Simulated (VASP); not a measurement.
Band structure of KI (rock salt). Level of theory: vdW-DF-cx, VASP's PBE PAW potentials (set 64) (plane waves; VASP).

Unless said otherwise, spin-orbit coupling is left out, though it shifts the bands of the heavy elements here.

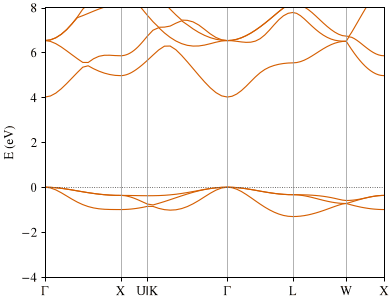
Figure: Bands along high-symmetry lines, zero at the valence-band maximum or, without a gap, the Fermi level

Question: Read the plot: is there a gap, and where are the band edges?

Answer: The gap is direct, 4.02 eV, from the valence maximum at Γ to the conduction minimum at Γ. (Edges off the drawn lines would not show.)

Measured: gap 6.10 eV (computed value off by -2.08 eV), as given by Aguado et al., (1998), arXiv:cond-mat/9809176.

The compound is KI in the rock salt structure. The cell was not relaxed at this level.
